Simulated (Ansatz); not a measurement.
# Run report: TaNH$_{3}$ClF$_{4}$, geometry relaxation (part 2 of 2)

Continued. System: TaNH$_{3}$ClF$_{4}$. Method: RKS PBE/def2-SVP (Ansatz 0.2.0). It belongs to a series of runs on one base structure; here: end point B relaxed.

Geometry of the input (Å):
```
Ta -0.2542  -0.1711  0.2143
Cl 3.2844  -0.8593  -0.4704
F  0.5233  0.9299  1.5453
F  0.4886  0.8395  -1.1873
F  -2.0204  0.2904  0.6155
F  -0.6940  -1.5965  -0.9549
N  0.5104  -1.7262  1.4042
H  0.3391  -2.7151  1.1999
H  0.8786  -1.5770  2.3487
H  2.5163  -1.5437  0.3996
```

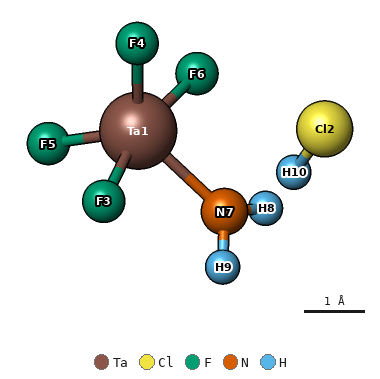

Figure 1. The geometry at step 4 of the log (ball-and-stick view, seen at a tilt; atoms are numbered from 1 in the order of the input).

The program's output, continued
```
relax step   9: F+E_penalty+E_count = -26459.97985564 eV  Δ(F+E_penalty+E_count) = -2.228e-3 eV  max|allowed force component| = 4.723e-2 eV/Å  Δτ_max = 0.0193 Å  (30 SCF iters, accepted)
these checks for a lower state are left out or cut short: starts, cluster_reference, orbital_swaps, neighbouring_geometries, increment
1437 factors; their error is unknown
mean field -26459.98052635 eV, -972.3863491244 hartree, gradient 1.1e-5 eV, S^2 0.000000; 0 other end points of the search recorded, 0 dependent functions left out
the calculation of the forces begins
reference -26459.98059287 eV, -972.3863515689 hartree; 38, 38 occupied and 97, 97 virtual orbitals, 1437 factors
relax step  10: F+E_penalty+E_count = -26459.98052635 eV  Δ(F+E_penalty+E_count) = -6.707e-4 eV  max|allowed force component| = 2.353e-2 eV/Å  Δτ_max = 0.0229 Å  (32 SCF iters, accepted)
these checks for a lower state are left out or cut short: starts, cluster_reference, orbital_swaps, neighbouring_geometries, increment
1437 factors; their error is unknown
mean field -26459.98055580 eV, -972.3863502065 hartree, gradient 1.1e-5 eV, S^2 0.000000; 0 other end points of the search recorded, 0 dependent functions left out
the calculation of the forces begins
reference -26459.98062237 eV, -972.3863526530 hartree; 38, 38 occupied and 97, 97 virtual orbitals, 1437 factors
relax step  11: F+E_penalty+E_count = -26459.98055580 eV  Δ(F+E_penalty+E_count) = -2.944e-5 eV  max|allowed force component| = 2.204e-2 eV/Å  Δτ_max = 0.0345 Å  (32 SCF iters, accepted)
1437 factors; their error is unknown
mean field evaluation 96: about -26459.9806 eV, gradient 1.2e-5 eV
mean field -26459.98055580 eV, -972.3863502065 hartree, gradient 1.2e-5 eV, S^2 0.000000; 1 other end points of the search recorded, 0 dependent functions left out
the calculation of the forces begins
reference -26459.98062237 eV, -972.3863526530 hartree; 38, 38 occupied and 97, 97 virtual orbitals, 1437 factors
Total energy: -26459.98062237 eV, -972.3863526530 hartree
Atom 0 at    -0.346558    -0.156153     0.253848 Å, force    -0.022045     0.003755     0.006020 eV/Å
Atom 1 at     3.517092    -1.310139    -0.304035 Å, force    -0.020670     0.003635     0.007117 eV/Å
Atom 2 at     0.284936     0.978158     1.638470 Å, force     0.001646    -0.002995    -0.005522 eV/Å
Atom 3 at     0.540227     0.804297    -1.093193 Å, force     0.004371     0.001328    -0.002742 eV/Å
Atom 4 at    -2.141808     0.208045     0.675620 Å, force     0.005262    -0.001093    -0.001315 eV/Å
Atom 5 at    -0.832059    -1.571075    -0.914408 Å, force     0.003466     0.004163     0.002121 eV/Å
Atom 6 at     0.641762    -1.584385     1.247380 Å, force     0.002920     0.004220    -0.006271 eV/Å
Atom 7 at     0.505120    -2.581898     1.045954 Å, force     0.005665     0.000737     0.001435 eV/Å
Atom 8 at     1.010180    -1.435372     2.194109 Å, force     0.001236    -0.002168    -0.001724 eV/Å
Atom 9 at     2.393110    -1.480578     0.371155 Å, force     0.018150    -0.011583     0.000880 eV/Å
Dipole moment:    -0.295282    -0.319703     0.452052 e Å
```

Trajectory as extended XYZ (Å, eV, eV/Å), 10 of the 11 frames kept, from step=1 to step=11
```
10
Properties=species:S:1:pos:R:3:forces:R:3 step=1 energy=-26459.80344
Ta   -0.2542   -0.1711    0.2143    0.5659  -1.2753   1.0359
Cl    3.2844   -0.8593   -0.4704   -0.4854  -0.4821   0.5719
F     0.5233    0.9299    1.5453    0.0095   0.0130   0.0032
F     0.4886    0.8395   -1.1873    0.0043   0.0096  -0.0091
F    -2.0204    0.2904    0.6155   -0.0020  -0.0033  -0.0129
F    -0.6940   -1.5965   -0.9549    0.0133  -0.0067  -0.0151
N     0.5104   -1.7262    1.4042   -0.3991   1.3053  -1.0946
H     0.3391   -2.7151    1.1999   -0.0038  -0.0216  -0.0167
H     0.8786   -1.5770    2.3487    0.0079   0.0195   0.0037
H     2.5163   -1.5437    0.3996    0.2895   0.4416  -0.4663
10
Properties=species:S:1:pos:R:3:forces:R:3 step=2 energy=-26459.92836
Ta   -0.2208   -0.2061    0.2385   -0.2945   0.5849  -0.4577
Cl    3.2066   -0.9340   -0.3980   -0.1624  -0.1942   0.2255
F     0.5491    0.9115    1.5611    0.0199   0.0592   0.0878
F     0.4982    0.8204   -1.1652    0.0803   0.0263  -0.0589
F    -1.9907    0.2432    0.6408   -0.0925  -0.0551   0.0920
F    -0.6589   -1.6208   -0.9459   -0.0361  -0.0757  -0.0526
N     0.5701   -1.6698    1.3244    0.2537  -0.4095   0.3205
H     0.3743   -2.6581    1.1327    0.0444  -0.0434   0.0186
H     0.9107   -1.5199    2.2802    0.0326  -0.0392   0.0273
H     2.3335   -1.4955    0.4463    0.1544   0.1467  -0.2025
10
Properties=species:S:1:pos:R:3:forces:R:3 step=3 energy=-26459.94472
Ta   -0.2549   -0.1812    0.2311   -0.2054   0.0962  -0.0330
Cl    3.3312   -1.0727   -0.3477   -0.5228  -0.1795   0.3684
F     0.5064    0.9338    1.5648   -0.0223  -0.0114  -0.0311
F     0.4659    0.8498   -1.1709    0.0765  -0.0598   0.0435
F    -2.0307    0.2227    0.6676    0.0373  -0.0366   0.0169
F    -0.6863   -1.6038   -0.9502    0.0122   0.0402   0.0232
N     0.5734   -1.6560    1.3191    0.1444  -0.0244  -0.0843
H     0.4322   -2.6518    1.1078    0.0119   0.0583   0.0191
H     0.9452   -1.5122    2.2652    0.0011  -0.0061  -0.0137
H     2.2896   -1.4577    0.4282    0.4669   0.1231  -0.3090
10
Properties=species:S:1:pos:R:3:forces:R:3 step=4 energy=-26459.95809
Ta   -0.2816   -0.1660    0.2290    0.0437  -0.0231  -0.0147
Cl    3.3202   -1.1285   -0.3056   -0.1659  -0.1000   0.1510
F     0.4727    0.9513    1.5640   -0.0368  -0.0038  -0.0181
F     0.4553    0.8616   -1.1664    0.0204  -0.0574   0.0643
F    -2.0588    0.2099    0.6826   -0.0029  -0.0170   0.0145
F    -0.7040   -1.5881   -0.9550   -0.0118   0.0324   0.0229
N     0.6035   -1.6330    1.2900    0.0561   0.0016  -0.0426
H     0.4787   -2.6293    1.0752   -0.0460   0.0226   0.0195
H     0.9885   -1.4890    2.2306   -0.0424   0.0090   0.0057
H     2.2976   -1.5180    0.4705    0.1857   0.1357  -0.2026
10
Properties=species:S:1:pos:R:3:forces:R:3 step=5 energy=-26459.96444
Ta   -0.2843   -0.1732    0.2304    0.1495  -0.1064   0.1161
Cl    3.3188   -1.1287   -0.3535    0.1462   0.0087  -0.0734
F     0.4251    0.9301    1.5993   -0.0242   0.0874   0.0213
F     0.5601    0.8158   -1.1261   -0.0525   0.0208   0.0133
F    -2.0681    0.1958    0.6705   -0.0379   0.0330  -0.0184
F    -0.7246   -1.5833   -0.9559   -0.0340  -0.0573  -0.0140
N     0.6295   -1.6276    1.2843   -0.1085   0.0466  -0.0629
H     0.4530   -2.6251    1.1202    0.0024  -0.0149  -0.0622
H     0.9726   -1.4629    2.2371    0.0123   0.0320   0.0183
H     2.2897   -1.4700    0.4086   -0.0533  -0.0498   0.0618
10
Properties=species:S:1:pos:R:3:forces:R:3 step=7 energy=-26459.97763
Ta   -0.3377   -0.1552    0.2483    0.1221  -0.0185  -0.0085
Cl    3.4824   -1.2918   -0.3033   -0.1523  -0.0241   0.0902
F     0.3294    0.9743    1.6196   -0.0236  -0.0032   0.0063
F     0.5100    0.8339   -1.1056   -0.0083  -0.0306   0.0255
F    -2.1288    0.1905    0.6866   -0.0373   0.0068   0.0114
F    -0.7870   -1.5709   -0.9305   -0.0311  -0.0118  -0.0183
N     0.6508   -1.5906    1.2457   -0.0556   0.0324   0.0206
H     0.4945   -2.5891    1.0617    0.0081   0.0214  -0.0253
H     0.9948   -1.4356    2.2010    0.0211   0.0037  -0.0116
H     2.3634   -1.4945    0.3914    0.1569   0.0238  -0.0903
10
Properties=species:S:1:pos:R:3:forces:R:3 step=8 energy=-26459.96950 accepted=F
Ta   -0.3226   -0.1532    0.2430   -0.4686  -0.1826   0.2619
Cl    3.4798   -1.2895   -0.3058   -0.0400  -0.0038   0.0236
F     0.2947    0.9699    1.6393    0.0521   0.0495   0.0171
F     0.5324    0.8191   -1.1080    0.1227   0.0858  -0.1219
F    -2.1253    0.2020    0.6738    0.2487  -0.0263  -0.0767
F    -0.8203   -1.5746   -0.9125    0.0362   0.0138  -0.0022
N     0.6440   -1.5902    1.2569   -0.2328   0.1658  -0.7261
H     0.5063   -2.5814    1.0497   -0.0226  -0.1932  -0.0171
H     1.0120   -1.4389    2.1855    0.2503   0.0880   0.6718
H     2.3711   -1.4923    0.3929    0.0539   0.0029  -0.0303
10
Properties=species:S:1:pos:R:3:forces:R:3 step=9 energy=-26459.97986
Ta   -0.3382   -0.1555    0.2493    0.0082  -0.0110   0.0115
Cl    3.4861   -1.2970   -0.3014   -0.0252  -0.0041   0.0142
F     0.3118    0.9752    1.6276   -0.0082   0.0032   0.0033
F     0.5210    0.8242   -1.1021    0.0126  -0.0059  -0.0023
F    -2.1318    0.1963    0.6817   -0.0010   0.0003   0.0011
F    -0.8037   -1.5714   -0.9246   -0.0117  -0.0030  -0.0060
N     0.6488   -1.5872    1.2465   -0.0462   0.0151  -0.0396
H     0.5017   -2.5846    1.0531    0.0033  -0.0059  -0.0079
H     1.0046   -1.4344    2.1961    0.0276   0.0045   0.0472
H     2.3716   -1.4947    0.3887    0.0406   0.0067  -0.0215
10
Properties=species:S:1:pos:R:3:forces:R:3 step=10 energy=-26459.98053
Ta   -0.3410   -0.1566    0.2514    0.0235  -0.0180   0.0181
Cl    3.4935   -1.2866   -0.3129   -0.0193  -0.0073   0.0154
F     0.3023    0.9748    1.6325   -0.0054   0.0055   0.0029
F     0.5376    0.8093   -1.0969    0.0045   0.0052  -0.0093
F    -2.1349    0.2058    0.6754   -0.0111   0.0035   0.0020
F    -0.8159   -1.5726   -0.9190   -0.0090  -0.0048  -0.0077
N     0.6414   -1.5879    1.2503   -0.0122  -0.0065  -0.0082
H     0.4994   -2.5858    1.0530    0.0026   0.0124  -0.0016
H     1.0037   -1.4374    2.1990    0.0050   0.0018   0.0045
H     2.3860   -1.4920    0.3821    0.0215   0.0082  -0.0160
10
Properties=species:S:1:pos:R:3:forces:R:3 step=11 energy=-26459.98056
Ta   -0.3466   -0.1562    0.2538   -0.0220   0.0038   0.0060
Cl    3.5171   -1.3101   -0.3040   -0.0207   0.0036   0.0071
F     0.2849    0.9782    1.6385    0.0016  -0.0030  -0.0055
F     0.5402    0.8043   -1.0932    0.0044   0.0013  -0.0027
F    -2.1418    0.2080    0.6756    0.0053  -0.0011  -0.0013
F    -0.8321   -1.5711   -0.9144    0.0035   0.0042   0.0021
N     0.6418   -1.5844    1.2474    0.0029   0.0042  -0.0063
H     0.5051   -2.5819    1.0460    0.0057   0.0007   0.0014
H     1.0102   -1.4354    2.1941    0.0012  -0.0022  -0.0017
H     2.3931   -1.4806    0.3712    0.0181  -0.0116   0.0009
```

Results in brief

| quantity | value |
| --- | --- |
| outcome | converged |
| total energy | −26459.9806 eV |
| mean-field energy | −26459.9806 eV |
| largest force (length of the vector) at the end | 0.023 eV/Å |
| hardware | 4 threads of Arm Neoverse V1, 24 GiB of memory available, shared host |
| wall time | 29 s (CPU time 1.7 min) |
| peak memory | 0.21 GiB |
